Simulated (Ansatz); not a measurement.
How basis sets differ on NO+ (nitrosonium)

NO+ has 2 atoms, charge +1, and is taken as a singlet. As SMILES, `N#[O+]`. The bond length is the measured one.

```
atom   x (Å)   y (Å)   z (Å)
   N  0.0000  0.0000  0.0000
   O  0.0000  0.0000  1.0632
```

Each level gives the vertical energy of the triplet above the singlet (eV). The values are calculated.

```csv
level,kind,program,value (eV),CPU time (all runs)
CCSD/STO-3G,coupled cluster or CI,Ansatz,7.36,0.4 s
CCSD/3-21G,coupled cluster or CI,Ansatz,7.38,0.31 s
CCSD/6-31G,coupled cluster or CI,Ansatz,7.31,0.33 s
CCSD/6-31G* (Cartesian functions),coupled cluster or CI,Ansatz,7.94,0.59 s
CCSD/6-311G**,coupled cluster or CI,Ansatz,7.89,0.83 s
CCSD/6-31+G** (Cartesian functions),coupled cluster or CI,Ansatz,7.94,0.9 s
"CCSD/6-311++G(3df,3pd)",coupled cluster or CI,Ansatz,7.88,6.1 s
CCSD/aug-cc-pVTZ,coupled cluster or CI,Ansatz,7.88,13 s
```

The values span 7.31 to 7.94 eV. Spin contamination of the reference (⟨S²⟩ at least 0.1 too high) touches CCSD/STO-3G, CCSD/3-21G, CCSD/6-31G, CCSD/6-31G*, CCSD/6-311G**, CCSD/6-31+G**, CCSD/6-311++G(3df,3pd), CCSD/aug-cc-pVTZ. High-level rows in very small sets aren't better than simpler rows in larger ones. Without the sets that lack polarisation functions the rows with a basis span only 7.88 to 7.94 eV. CPU times are rough (shared hosts, several kinds of processor): they show what a rung costs within a factor of a few.

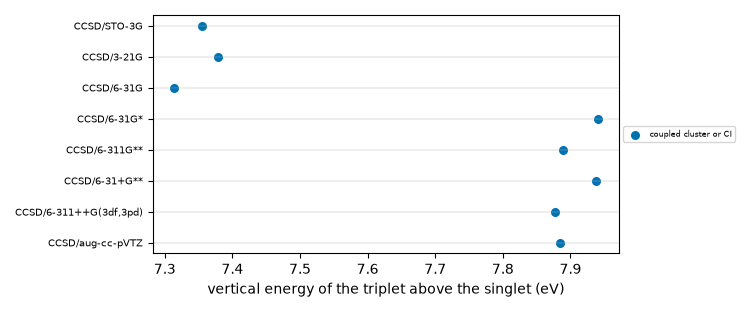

The values of the table, level by level.
